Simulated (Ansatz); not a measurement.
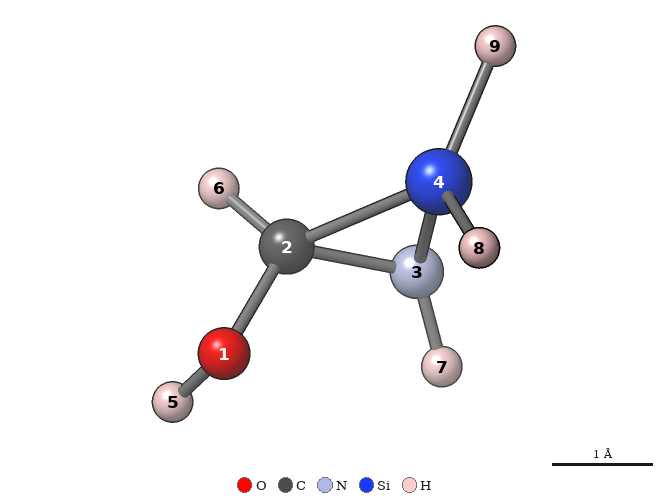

Orthographic view. Depth is shown by fading: the farther an atom, the more it takes the colour of the background. The computed structure is the end point of a PBE0-D4/def2-TZVP optimisation.

Write a MOL file (V2000) with the atoms in numerical order, bonds sorted by atom number with the orders drawn, and coordinates in the frame of the picture: x right, y up, z towards the viewer, origin at the mean position.

```
CH5NOSi
                    3D

  9  9  0  0  0  0  0  0  0  0999 V2000
   -1.2900   -0.9800    0.4100 O   0  0  0  0  0  0  0  0  0  0  0  0
   -0.6600    0.0900   -0.2300 C   0  0  2  0  0  0  0  0  0  0  0  0
    0.6400   -0.1600   -0.8600 N   0  0  0  0  0  0  0  0  0  0  0  0
    0.8600    0.7400    0.5800 Si  0  0  0  0  0  4  0  0  0  0  0  0
   -1.8000   -1.4600   -0.2400 H   0  0  0  0  0  0  0  0  0  0  0  0
   -1.3400    0.6800   -0.8500 H   0  0  0  0  0  0  0  0  0  0  0  0
    0.8900   -1.1100   -1.0900 H   0  0  0  0  0  0  0  0  0  0  0  0
    1.2700    0.0800    1.8400 H   0  0  0  0  0  0  0  0  0  0  0  0
    1.4300    2.1000    0.4400 H   0  0  0  0  0  0  0  0  0  0  0  0
  1  2  1  0
  1  5  1  0
  2  3  1  0
  2  4  1  0
  2  6  1  0
  3  4  1  0
  3  7  1  0
  4  8  1  0
  4  9  1  0
M  END
```
